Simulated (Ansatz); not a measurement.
**One shape, several levels: OH− (hydroxide)**

We compute a comparison of 6 runs (HF/cc-pVDZ, wB97M-V/3-21G, r2SCAN0/cc-pVDZ, wB97M-V/cc-pVDZ, BCCD(T)/3-21G, CCSDT/cc-pVDZ) of OH− (hydroxide). 

Program for the calculation: Ansatz 0.2.0.

2 further runs of the same task are left out: 2 that didn't finish.

## Step 1: The structure to begin with

The species is OH− (2 atoms), meant as a singlet with charge -1. As SMILES, `[OH-]`. The H2–O1 distance was set to 1.927 Å, away from the relaxed value.

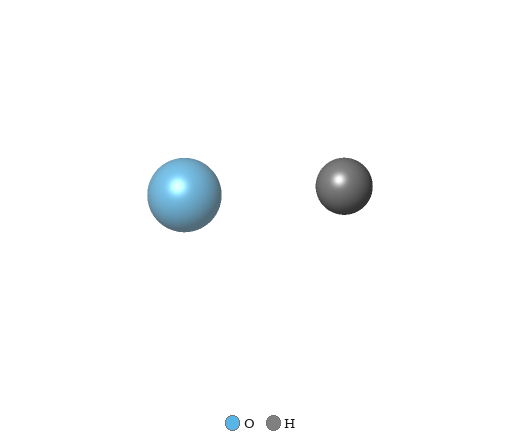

The structure, seen from a chosen angle (oxygen blue, hydrogen grey).

## Step 2: A single-point energy at HF/cc-pVDZ (run 1)

in.yaml reads:

```yaml
crystal:
  periodic: [false, false, false]
  atoms:
    - {symbol: O, position_ang: [1.235401, -0.395400, 0.637501]}
    - {symbol: H, position_ang: [-0.411800, 0.131800, -0.212500]}
basis:
  gaussian: {orbitals: cc-pVDZ}
total_charge: -1
accuracy: high
hamiltonian: {xc: hf}
```

Launch:

```
$ ansatz run in.yaml --threads 1 --pin off --max-ram 2610MiB --events-out events.jsonl --progress --plain --runs-dir runs
```

Standard output:

```text
Warning: RAYON_NUM_THREADS=1 ignored (pool sized by the plan → 1); use --threads N
Functional definition: HF
  name "HF"
  exchange = exact_x
  correlation = 0
297 factors; integrals over basis functions are off by at most 1.9e-9 eV
mean field evaluation 1: about -2044.7877 eV, gradient 2.7e1 eV
mean field evaluation 2: about -2044.7890 eV, gradient 2.7e1 eV
mean field evaluation 4: about -2046.2484 eV, gradient 4.2e0 eV
mean field evaluation 8: about -2046.3058 eV, gradient 4.2e-5 eV
mean field evaluation 16: about -2031.0678 eV, gradient 2.7e1 eV
mean field -2046.30581132 eV, -75.2003515300 hartree, gradient 6.2e-8 eV, S^2 0.000000; 0 other end points of the search recorded, 0 dependent functions left out
reference -2046.30581132 eV, -75.2003515300 hartree; 5, 5 occupied and 14, 14 virtual orbitals, 297 factors
Total energy: -2046.30581132 eV, -75.2003515300 hartree
```

Wall time 0.06 s (1 thread of Arm Neoverse V2, shared host).

## Step 3: A single-point energy at wB97M-V/3-21G (run 2)

in.yaml: that of step 2 with these lines changed.

```diff
@@ -6,5 +6,5 @@
 basis:
-  gaussian: {orbitals: cc-pVDZ}
+  gaussian: {orbitals: 3-21G.json}
 total_charge: -1
+hamiltonian: {xc: {name: wB97M-V}}
 accuracy: high
-hamiltonian: {xc: hf}
```

The basis set 3-21G is read from a file made from the Basis Set Exchange's data (not shown).

Launch:

```
$ ansatz run in.yaml --threads 1 --pin off --max-ram 2610MiB --events-out events.jsonl --progress --plain --runs-dir runs
```

Standard output (excerpt; [...] marks lines left out):

```text
Warning: RAYON_NUM_THREADS=1 ignored (pool sized by the plan → 1); use --threads N
Functional definition: wB97M-V
  name "wB97M-V"
[...]
  gx(w, u) = 1 - cx + cx01*u + cx10*w
  gss(w, u) = css00 + css04*u^4 + css10*w + css20*w^2 + css43*w^4*u^3
  gos(w, u) = cos00 + cos10*w + (cos20 + cos21*u)*w^2 + (cos60 + cos61*u)*w^6
[...]
      + integral(e_c_pw_mod_opposite_spin*gos(b97_w_opposite, b97_u_opposite)) + vv10(b, c)
147 factors; integrals over basis functions are off by at most 5.2e-9 eV
72 factors; integrals over basis functions are off by at most 1.2e-9 eV
[...]
mean field -2044.23113133 eV, -75.1241084466 hartree, gradient 2.6e-9 eV, S^2 0.000000; 0 other end points of the search recorded, 0 dependent functions left out
reference -2044.23113262 eV, -75.1241084942 hartree; 5, 5 occupied and 6, 6 virtual orbitals, 147 factors
Total energy: -2044.23113262 eV, -75.1241084942 hartree
```

Run time: 2.2 s. Hardware: 1 thread of Arm Neoverse V2, shared host; peak memory 0.13 GiB.

Runs 3 to 5 aren't shown in full; the table further down has their settings and results.

## Step 4: A single-point energy at CCSDT/cc-pVDZ (run 6)

in.yaml reads:

```yaml
crystal:
  periodic: [false, false, false]
  atoms:
    - symbol: O
      position_ang: [1.235401, -0.395400, 0.637501]
    - symbol: H
      position_ang: [-0.411800, 0.131800, -0.212500]
basis:
  gaussian:
    orbitals: cc-pVDZ
correlation:
  method: ccsdt
  frozen_orbitals: {H: 0, O: 1}
total_charge: -1
scf:
  omitted_lower_state_checks: [cluster_reference, increment]
accuracy: high
```

Launch:

```
$ ansatz run in.yaml --threads 1 --pin off --max-ram 2610MiB --events-out events.jsonl --progress --plain --runs-dir runs
```

Standard output (excerpt; [...] marks lines left out):

```text
Warning: RAYON_NUM_THREADS=1 ignored (pool sized by the plan → 1); use --threads N
Functional definition: HF
  name "HF"
[...]
297 factors; integrals over basis functions are off by at most 1.9e-9 eV
[...]
mean field -2046.30581132 eV, -75.2003515300 hartree, gradient 6.2e-8 eV, S^2 0.000000; 1 other end points of the search recorded, 0 dependent functions left out; unrestricted orbitals would lower it
1 core orbitals not correlated: weight in the atoms' cores, before any rotation towards them, 1.000 or more for the frozen orbitals, at most 0.000 for the correlated occupied ones
reference -2046.30581132 eV, -75.2003515300 hartree; 4, 4 occupied and 14, 14 virtual orbitals, 297 factors
second order -5.00614459 eV of doubles, -0.00000000 eV of singles
cycle   1  -5.23605085 eV  change   -2.3e-1 eV  update   1.5e-1
[...]
cycle  26  -6.14664741 eV  change   2.7e-10 eV  update  7.3e-11
Total energy: -2052.45245873 eV, -75.4262366561 hartree
Checks for a lower state left out: cluster_reference, increment
```

Run time: 0.4 s. Hardware: 1 thread of Arm Neoverse V2, shared host.

## Step 5: The series

```csv
run,level,frozen core orbitals,energy (Eh),wall time
1,HF/cc-pVDZ,–,-75.200352,0.06 s
2,wB97M-V/3-21G,–,-75.124108,2.2 s
3,r2SCAN0/cc-pVDZ,–,-75.544925,0.7 s
4,wB97M-V/cc-pVDZ,–,-75.570156,2.4 s
5,BCCD(T)/3-21G,1,-74.908658,0.14 s
6,CCSDT/cc-pVDZ,1,-75.426237,0.4 s
```

## Step 6: Outcome

```
                                         quantity         value
                              run 6: total energy  -75.42624 Eh
run 6: correlation energy (1 core orbital frozen)    -225.9 mEh
                             run 6: T1 diagnostic         0.063
```

In words: Totals of different functionals can't be ranked against each other. In runs 5, 6 the log says that unrestricted orbitals would lower the reference, so the values rest on an unstable closed-shell determinant (other closed-shell runs at this shape may share the fault). All runs together took 5.9 s, the longest 2.4 s.
